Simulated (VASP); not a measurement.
Band structure of AuZn (CsCl type). These are SCAN meta-GGA, VASP's PBE PAW potentials (set 64) (plane waves; VASP) values and carry that method's errors.

Unless said otherwise, spin-orbit coupling is left out, though it shifts the bands of the heavy elements here.

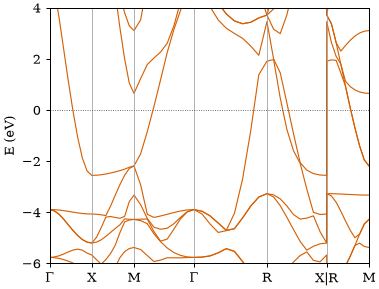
*Bands along high-symmetry lines, zero at the valence-band maximum or, without a gap, the Fermi level*

**Question.** Read the plot: is there a gap, and where are the band edges?

**Answer.** It has no gap at this level: it comes out as a metal or semimetal.

The compound is AuZn in the CsCl type structure. It was relaxed first. The electron count is odd and the run is not spin-polarised, which forces a metal.
